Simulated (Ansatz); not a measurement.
BH3O3···AsH3

Input

```
crystal:
  periodic: [false, false, false]
  atoms:
    - {symbol: B, position_ang: [0.790927, 1.081306, -0.805617]}
    - {symbol: O, position_ang: [1.265014, 2.032411, -1.666537]}
    - {symbol: O, position_ang: [1.549891, 0.662942, 0.243779]}
    - {symbol: O, position_ang: [-0.458279, 0.554911, -1.013442]}
    - {symbol: H, position_ang: [-2.152800, -0.865714, 1.520812]}
    - {symbol: As, position_ang: [-0.835141, -1.610281, 1.436845]}
    - {symbol: H, position_ang: [2.146131, 2.326824, -1.426075]}
    - {symbol: H, position_ang: [1.103747, -0.009852, 0.775115]}
    - {symbol: H, position_ang: [-0.881790, 0.936023, -1.785694]}
    - {symbol: H, position_ang: [-1.277908, -2.455141, 0.258881]}
    - {symbol: H, position_ang: [-1.249991, -2.653327, 2.462033]}
basis:
  gaussian: {orbitals: def2-TZVPP}
hamiltonian: {xc: pbe0, dispersion: d4}
output: {orbitals: {seedname: orbitals}}
```

Command:

```sh
ansatz run in.yaml --threads 8 --pin off --events-out ev --progress --plain --max-ram 19148MiB
```

The reactant side of a reaction path; geometry: PBE0-D4/def2-TZVP.

These are results of RKS PBE0-D4/def2-TZVPP in Ansatz 0.2.0, not measurements.

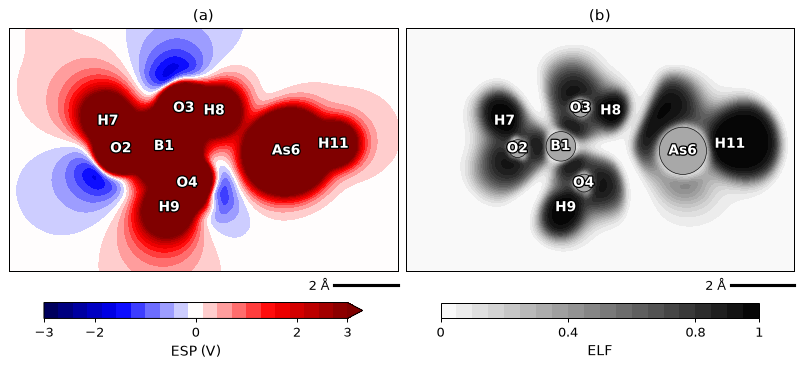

Figure 1. (a) molecular electrostatic potential; (b) electron localisation function on the plane of atoms B1, O2 and H7. Grey discs cover the atomic cores in the ELF map.

**What does the map show?**

Atoms in the plane: B, O, As and H. As6···H8 (2.60 Å): the ELF dips to about 0.10 between them. B–O (1.36 Å): the ELF peaks at about 0.90 between the atoms: a short, strongly polar bond. O–H (0.96 Å): the ELF climbs to about 1 towards the hydrogen, as it does in any bond to H; an ordinary covalent bond to hydrogen. As–H (1.52 Å): the ELF climbs to about 1 towards the hydrogen. The ELF also peaks beside O2, As6 and O3, away from the bonds: lone-pair regions. Outside the dense part of the complex the potential is most negative (−1.7 V) near O3.

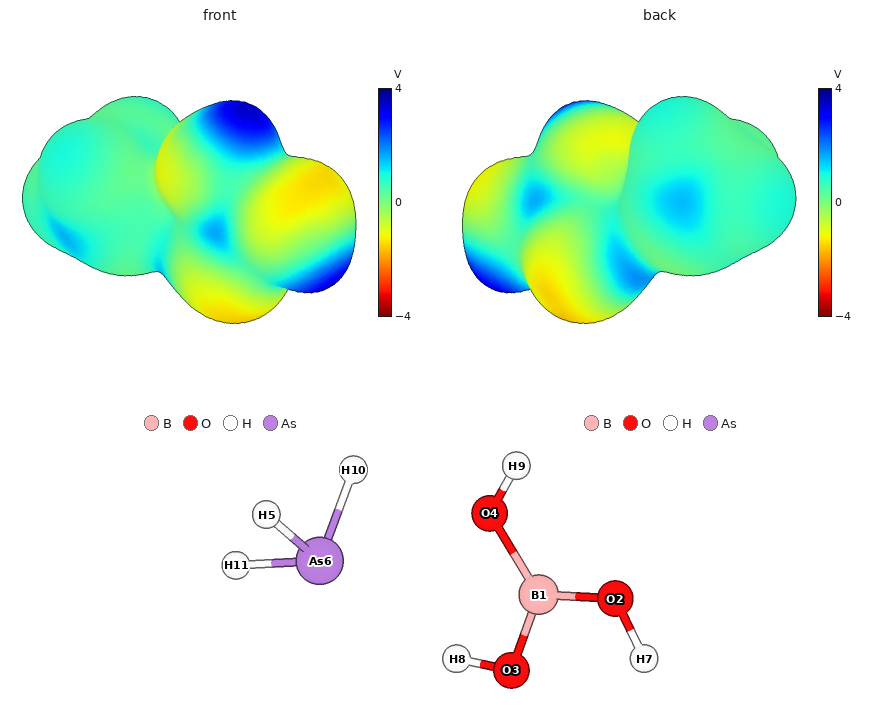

Figure 2. The molecular electrostatic potential painted on the density surface at 0.004 e/bohr³, seen from the front and from behind; the colour scale runs from red (negative) to blue (positive). The bare structure is drawn below in the same view.

**Where is the surface potential most negative and most positive?**

The most negative region (about −1.5 V) lies over O3, the most positive (about +3.3 V) over H7 and H9. O3 is the likeliest acceptor of a hydrogen bond.

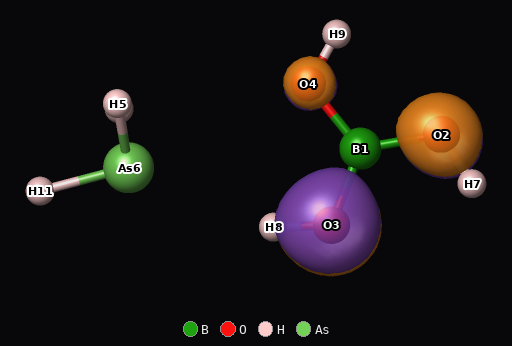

Figure 3. The HOMO−1 at ±0.15 Å⁻³ᐟ² (orange and purple are the two phases), seen across its widest extent.

**What is the character of this orbital?**

By Hirshfeld shares it lies mainly on O3 (about 55 %) and O2 (about 25 %). Its energy is −9.15 eV.
